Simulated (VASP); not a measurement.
Data:

```yaml
crystal:
  lattice:
    - [2.83187, 0.00000, 0.00000]
    - [-1.41594, 2.45248, 0.00000]
    - [0.00000, 0.00000, 9.37660]
  atoms:
    - { symbol: Al, position: [0.00000, 0.00000, 0.00000] }
    - { symbol: Al, position: [0.00000, 0.00000, 0.50000] }
    - { symbol: Al, position: [0.33333, 0.66667, 0.25000] }
    - { symbol: Al, position: [0.66667, 0.33333, 0.75000] }
```

These are PBEsol GGA, VASP's PBE PAW potentials (set 64) (plane waves; VASP 6.6.1) values and carry that method's errors. Numerical set-up: 400 eV cut-off, 14×14×4 Γ-centred mesh, tetrahedra with Blöchl corrections, potentials Al.

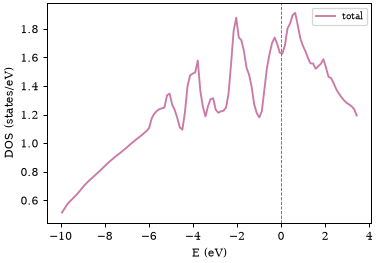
*Total and projected density of states, zero at the Fermi level*

Within 2 eV below the Fermi level the largest weight inside VASP's projection spheres is Al p, then Al s.

It has no gap at this level: it comes out as a metal or semimetal.

The structure was generated: Al was put into the dhcp type (P6_3/mmc), which need not be its known phase. It was relaxed first.
